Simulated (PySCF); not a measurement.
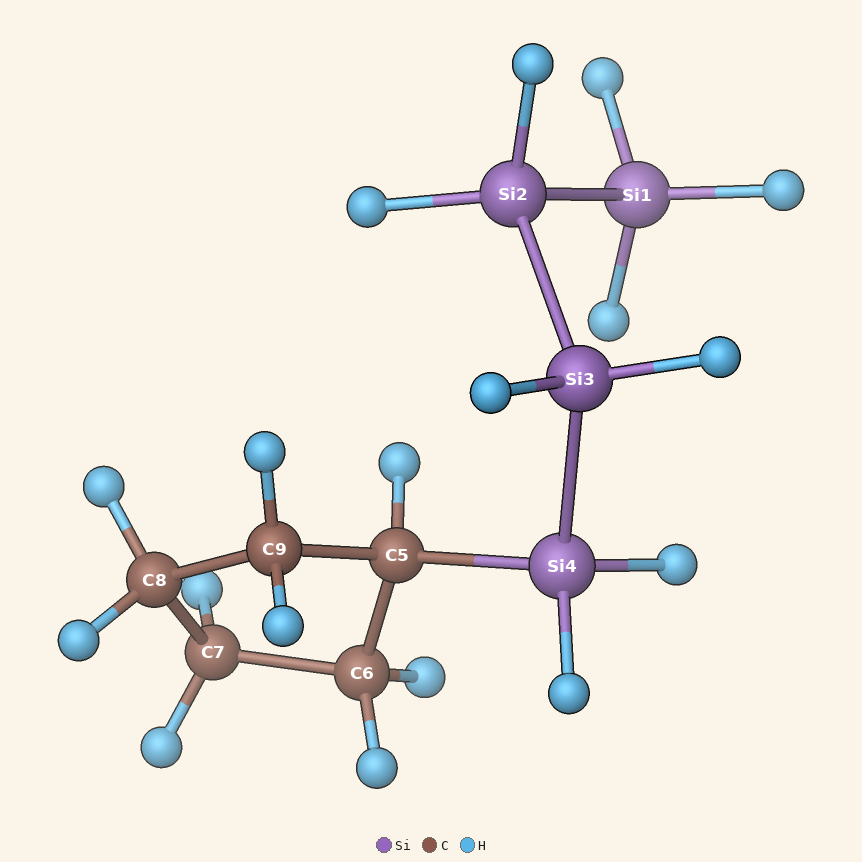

Atoms fade into the background with distance from the viewer. The computed structure is the end point of a PBE0-D3(BJ)/def2-SVP optimisation. No frequency run is at hand to confirm it as a minimum.

### What is the conformation of the ring C5–C6–C7–C8–C9?

It is between envelope and twist. The Cremer–Pople amplitude Q is 0.41 Å.

### Give the torsion angles round the ring, beginning with the bond from its second to its third atom.

−29°, 5°, 20°, −38°, 42°.
